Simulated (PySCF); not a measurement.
Consider C₆H₈.

```xyz
14

C     2.1519   -0.8727    1.2541
C     1.5407   -0.2937    0.4016
C     0.8053    0.3959   -0.6089
C    -0.1996    1.4471   -0.2044
C    -0.6768    0.1462   -0.7683
C    -1.3776   -0.8469    0.1220
H     2.6962   -1.3786    1.9940
H     1.3803    0.5772   -1.5105
H    -0.2697    2.3418   -0.8047
H    -0.3379    1.6168    0.8528
H    -1.0513    0.1605   -1.7859
H    -1.2881   -1.8533   -0.2839
H    -0.9385   -0.8400    1.1167
H    -2.4356   -0.6010    0.2032
```

Geometry: GFN2-xTB.

Computed with PySCF, PBE0/def2-SVPD, SCF density, gas phase.

What can the converged electron density and electron localisation function tell about the bonding?

C–C (1.20 Å): the density is about 2.7 e/Å³ at the midpoint; the ELF peaks at about 0.80 between the atoms: a multiple bond.
C–H (1.05 Å): ρ at the midpoint is about 2.1 e/Å³; the ELF climbs to about 1 towards the hydrogen, as it does in any bond to H: an ordinary covalent bond to hydrogen.

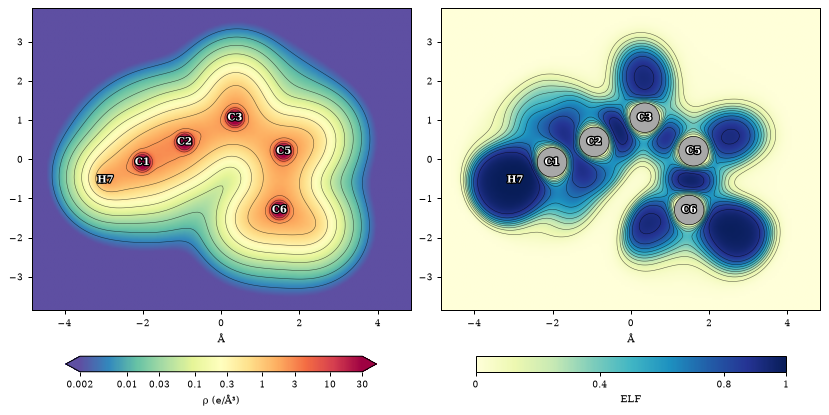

Computed electron density and electron localisation function on the plane of atoms C3, C5 and C6, in this order. Grey discs cover the atomic cores in the ELF map. 
